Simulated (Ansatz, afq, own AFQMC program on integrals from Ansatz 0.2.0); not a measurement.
# GeHO (doublet): AFQMC on the coupled-cluster ladder, cc-pVDZ, part 2 of 2

Ansatz 0.2.0, Gaussian basis, and an in-house AFQMC program (afq) on its integrals; all values are calculated; cc-pVDZ, frozen cores. Earlier steps stand in the parts before.

**9. CCSDT(Q) on UHF**

File in.yaml:

```yaml
crystal:
  periodic: [false, false, false]
  atoms:
    - {symbol: Ge, position_ang: [0.000000, 0.013397, 0.343250]}
    - {symbol: O, position_ang: [0.000000, -0.107250, -1.438746]}
    - {symbol: H, position_ang: [0.000000, 0.736912, -1.899543]}
basis:
  gaussian: {orbitals: cc-pVDZ}
magnetization: {spin_polarized: true, initial_magnetization: 1}
correlation: {method: ccsdt_q, electrons: outside_noble_gas}
```

Run with:

```sh
ansatz run in.yaml --threads 1 --pin off --events-out ev --progress --plain --max-ram 1843MiB
```

The program printed (excerpt; [...] marks lines left out):

```text
Functional definition: HF
  name "HF"
  cite "Fock, Z. Phys. 61, 126 (1930) doi:10.1007/BF01340294"
  parent pbe
[...]
861 factors; integrals over basis functions are off by at most 1.7e-7 eV
[...]
mean field -58525.52673243 eV, -2150.7734373901 hartree, gradient 3.6e-6 eV, S^2 0.764048; 6 other end points of the search recorded, 0 dependent functions left out
determinant -58525.52673243 eV, -2150.7734373901 hartree, with singles and doubles -58532.79936645 eV, -2151.0407017606 hartree
determinant -58525.19542999 eV, -2150.7612622500 hartree, with singles and doubles -58532.40622106 eV, -2151.0262539341 hartree
determinant -58525.52673243 eV, -2150.7734373901 hartree, with singles and doubles -58532.79955772 eV, -2151.0407087897 hartree
determinant -58525.19542999 eV, -2150.7612622500 hartree, with singles and doubles -58532.40647448 eV, -2151.0262632472 hartree
15 core orbitals not correlated: weight in the atoms' cores, before any rotation towards them, 0.994 or more for the frozen orbitals, at most 0.008 for the correlated occupied ones
reference -58525.52673243 eV, -2150.7734373901 hartree; 6, 5 occupied and 25, 26 virtual orbitals, 861 factors
second order -6.83099482 eV of doubles, -0.00000000 eV of singles
cycle   1  -6.94326035 eV  change   -1.1e-1 eV  update   1.0e-1
[...]
cycle  18  -7.48035262 eV  change    3.1e-8 eV  update   7.4e-7
perturbative correction -0.02530131 eV, -0.0009298060 hartree
Total energy: -58533.03238637 eV, -2151.0492650846 hartree
```

Run time: 15 s. Hardware: 1 thread of Arm Neoverse V2, shared host; peak memory 0.26 GiB.

From the report: ⟨S²⟩ of the determinant 0.764 (pure doublet: 0.75); correlation -7.5057 eV; T1 0.023; largest double amplitude 0.08.

**10. Phaseless AFQMC, CISD trial on UHF**

It reads the integrals that the CCSD(T) run on this determinant wrote.

Run with:

```sh
afq ham --method phaseless --trial cisd --walkers 60 --populations 1 --least-time 40 --time-step 0.005 --steps-per-block 50 --equilibration-blocks 28 --max-blocks 300 --target-error 0.0004 --factor-cut 1e-05 --start spin_pure --seed 3760 --release-times 0.24,0.5,1,1.5 --release-step 0.02 --release-every 4 --taylor-order 6
```

The program printed:

```text
orbitals 31  electrons 6 5  factors 232 of 501
reference energy -2150.77343019 Eh
CCSD correlation -0.26727100 Eh in 12 cycles, weight of the determinant in the CISD state 0.8904
energy of the start -2151.040139 Eh
 block  time / (1/Eh)  mean weight  energy / Eh
     1     0.250  0.9985  -2151.038007
     2     0.500  0.9994  -2151.038100
     3     0.750  0.9991  -2151.044594
     4     1.000  0.9999  -2151.042581
     5     1.250  1.0004  -2151.047344
     6     1.500  0.9985  -2151.048538
     7     1.750  0.9994  -2151.050584
     8     2.000  0.9984  -2151.051379
     9     2.250  0.9991  -2151.046040
    10     2.500  1.0022  -2151.056010
    17     4.250  1.0008  -2151.041403
    25     6.250  1.0001  -2151.046444
    33     8.250  1.0028  -2151.043354
    41    10.250  1.0006  -2151.042895
    49    12.250  1.0019  -2151.042369
    57    14.250  0.9976  -2151.042064
    65    16.250  0.9989  -2151.038550
    73    18.250  1.0014  -2151.067894
    81    20.250  1.0003  -2151.066849
    89    22.250  0.9991  -2151.057581
    97    24.250  1.0015  -2151.047567
   105    26.250  0.9999  -2151.040540
   113    28.250  0.9990  -2151.050360
   121    30.250  0.9998  -2151.050256
   129    32.250  1.0002  -2151.045450
   137    34.250  0.9992  -2151.044201
   145    36.250  1.0005  -2151.053760
   153    38.250  1.0016  -2151.048702
   161    40.250  0.9993  -2151.048429
   169    42.250  1.0014  -2151.046230
   177    44.250  1.0009  -2151.038435
   185    46.250  0.9984  -2151.047013
   193    48.250  1.0005  -2151.052886
   201    50.250  1.0003  -2151.052541
   209    52.250  0.9987  -2151.067902
   217    54.250  1.0028  -2151.057215
   225    56.250  1.0000  -2151.050097
   233    58.250  1.0020  -2151.042207
   241    60.250  1.0025  -2151.053668
   249    62.250  1.0006  -2151.046111
   257    64.250  1.0001  -2151.054356
   265    66.250  1.0018  -2151.052328
   273    68.250  1.0003  -2151.041266
   281    70.250  1.0000  -2151.043074
   289    72.250  0.9997  -2151.047943
   297    74.250  1.0002  -2151.045594
   305    76.250  1.0005  -2151.046304
   313    78.250  1.0022  -2151.047361
   321    80.250  1.0006  -2151.046618
blocks merged  error / Eh  count
     1  0.000397  300
     2  0.000473  150
     4  0.000510  75
     8  0.000546  37
    16  0.000634  18
    32  0.000603  9
released: time / (1/Eh)  energy / Eh  error  mean overlap
  0.24  -2151.048888  0.000707  0.9993
  0.50  -2151.049140  0.000548  0.9923
  1.00  -2151.049174  0.000833  0.9963
  1.50  -2151.048684  0.000530  0.9920
energy -2151.048141 +/- 0.000634 Eh
```

Run time: 4.7 min. Hardware: 1 thread of Arm Neoverse V2, shared host.

Energy -58533.0018 ± 0.0173 eV. Caveats: constraint bias not in the error; error above the target.

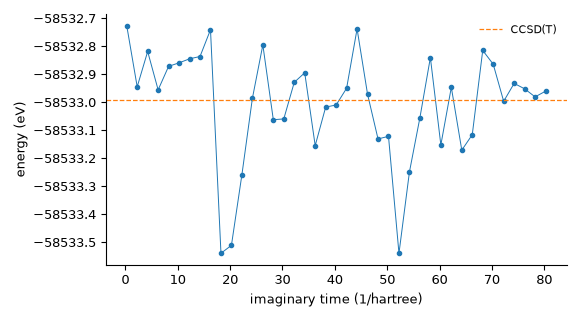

Block energies along the walk.

**11. Phaseless AFQMC, single-determinant trial on UHF**

It reads the integrals that the CCSD(T) run on this determinant wrote.

Run with:

```sh
afq ham --method phaseless --trial hf --walkers 120 --populations 1 --least-time 40 --time-step 0.005 --steps-per-block 20 --equilibration-blocks 112 --max-blocks 600 --target-error 0.0012000000000000001 --factor-cut 1e-05 --start spin_pure --seed 9566 --taylor-order 6
```

The program printed:

```text
orbitals 31  electrons 6 5  factors 232 of 501
reference energy -2150.77343019 Eh
CCSD correlation -0.26727100 Eh in 12 cycles, weight of the determinant in the CISD state 0.8904
energy of the start -2150.773608 Eh
 block  time / (1/Eh)  mean weight  energy / Eh
     1     0.100  1.0036  -2150.861191
     2     0.200  0.9996  -2150.904960
     3     0.300  1.0005  -2150.947828
     4     0.400  1.0026  -2150.943857
     5     0.500  1.0011  -2150.954641
     6     0.600  1.0024  -2150.995371
     7     0.700  1.0029  -2151.031371
     8     0.800  0.9992  -2151.042877
     9     0.900  0.9996  -2151.032826
    10     1.000  0.9979  -2151.024702
    18     1.800  0.9996  -2151.054668
    35     3.500  0.9994  -2151.052219
    52     5.200  0.9997  -2151.049708
    69     6.900  1.0003  -2151.007493
    86     8.600  1.0005  -2151.072957
   103    10.300  0.9977  -2151.055353
   120    12.000  1.0016  -2151.065957
   137    13.700  1.0002  -2151.122511
   154    15.400  0.9989  -2151.101732
   171    17.100  1.0005  -2151.065772
   188    18.800  1.0021  -2151.075948
   205    20.500  1.0017  -2151.055516
   222    22.200  1.0001  -2151.033498
   239    23.900  1.0023  -2151.092985
   256    25.600  0.9987  -2151.005598
   273    27.300  0.9983  -2151.039397
   290    29.000  1.0006  -2151.059575
   307    30.700  1.0022  -2151.095682
   324    32.400  1.0012  -2151.011163
   341    34.100  0.9981  -2151.038507
   358    35.800  0.9992  -2151.028616
   375    37.500  0.9985  -2151.057481
   392    39.200  1.0009  -2151.054048
   409    40.900  1.0000  -2151.042520
   426    42.600  1.0002  -2151.055959
   443    44.300  0.9979  -2151.058550
   460    46.000  1.0013  -2151.054815
   477    47.700  1.0004  -2151.008100
   494    49.400  1.0024  -2151.123394
   511    51.100  1.0024  -2151.101198
   528    52.800  1.0005  -2151.071558
   545    54.500  1.0023  -2151.054901
   562    56.200  1.0010  -2151.029755
   579    57.900  0.9990  -2151.052517
   596    59.600  0.9996  -2151.066520
   613    61.300  1.0009  -2151.077706
   630    63.000  0.9986  -2151.023550
   647    64.700  1.0009  -2151.089089
   664    66.400  0.9976  -2151.095240
   681    68.100  0.9991  -2151.030248
   698    69.800  0.9992  -2151.047063
blocks merged  error / Eh  count
     1  0.001085  600
     2  0.001420  300
     4  0.001774  150
     8  0.002103  75
    16  0.002460  37
    32  0.002871  18
    64  0.002416  9
energy -2151.051430 +/- 0.002871 Eh
```

It took 2.9 min on 1 thread of Arm Neoverse V2, shared host.

Energy -58533.0913 ± 0.0781 eV. Caveats: constraint bias not in the error; error above the target.

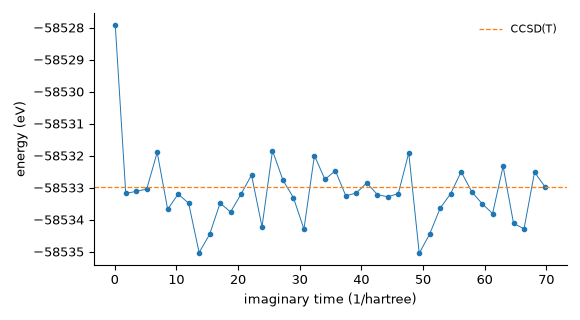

Block energies along the walk.

**12. Free-projection AFQMC, CISD trial on UHF**

It reads the integrals that the CCSD(T) run on this determinant wrote.

Run with:

```sh
afq ham --method free --trial cisd --walkers 60 --time-step 0.03 --max-blocks 80 --target-error 0.0004 --factor-cut 1e-05 --seed 2098 --times 0,0.21,0.42,0.81,1.2,1.8,2.4,3 --taylor-order 8
```

The program printed:

```text
orbitals 31  electrons 6 5  factors 232 of 501
reference energy -2150.77343019 Eh
CCSD correlation -0.26727100 Eh in 12 cycles, weight of the determinant in the CISD state 0.8904
repeat  energy at the last time / Eh  error
    10  -2151.048685  0.001452
    20  -2151.049380  0.001080
    30  -2151.049863  0.000997
    40  -2151.049945  0.000812
    50  -2151.050490  0.000752
    60  -2151.049739  0.000685
    70  -2151.049612  0.000609
    80  -2151.049448  0.000560
time / (1/Eh)  energy / Eh  error  mean overlap
  0.00  -2151.040621  0.000301  1.1222
  0.21  -2151.045032  0.000324  1.1220
  0.42  -2151.046693  0.000350  1.1205
  0.81  -2151.047736  0.000340  1.1200
  1.20  -2151.048692  0.000425  1.1139
  1.80  -2151.048840  0.000488  1.1123
  2.40  -2151.049269  0.000567  1.1074
  3.00  -2151.049448  0.000560  1.0835
energy -2151.049448 +/- 0.000560 Eh
```

It took 2.5 min on 1 thread of Arm Neoverse V2, shared host.

Energy -58533.0374 ± 0.0152 eV. Caveats: remainder of the start not in the error.

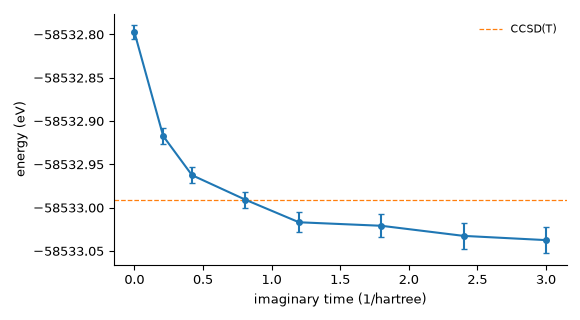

Energy against projection time, with error bars.

**13. AFQMC on the ladder**

On the UHF determinant, counted from CCSDT(Q) (a yardstick, not exact):

```
                                                             level  energy (eV)  from CCSDT(Q) (meV)  statistical error (meV)     time
                                                                HF  -58525.5265              +7505.8                                  
                                                               MP2  -58532.3575               +674.9                                  
                                                              CCSD  -58532.7994               +233.0                                  
                                                           CCSD(T)  -58532.9909                +41.5                                  
                                                          CCSDT(Q)  -58533.0324                  0.0                                  
               Phaseless AFQMC, CISD trial, step 0.005, 60 walkers  -58533.0018                +30.6                     17.3  4.7 min
Phaseless AFQMC, single-determinant trial, step 0.005, 120 walkers  -58533.0913                -58.9                     78.1  2.9 min
          Free-projection AFQMC, CISD trial, step 0.03, 60 walkers  -58533.0374                 -5.0                     15.2  2.5 min
```

The functionals' totals stand on their own zeros and serve differences with other points: PBE -58569.381 eV; r2SCAN -58578.689 eV; PBE0 -58570.714 eV; B3LYP -58581.344 eV; wB97M-V -58576.396 eV; B2PLYP -58567.047 eV.

**14. Summary of results**

This closing draws on all 2 parts.

| quantity | value |
| --- | --- |
| CCSD(T) on UHF from CCSDT(Q) | +41.5 meV |
| Phaseless AFQMC, CISD trial on UHF from CCSDT(Q) | +30.6 ± 17.3 meV |
| Phaseless AFQMC, single-determinant trial on UHF from CCSDT(Q) | -58.9 ± 78.1 meV |
| Free-projection AFQMC, CISD trial on UHF from CCSDT(Q) | -5.0 ± 15.2 meV |

On UHF the phaseless walk with the CISD trial lies +30.6 meV from CCSDT(Q), within three error bars. Free projection has no constraint; at the last time it gives -5.0 ± 15.2 meV, and from a start that isn't spin pure other spins can mix in. Error bars are statistical and leave out the constraint, the time step and what remains of the start.
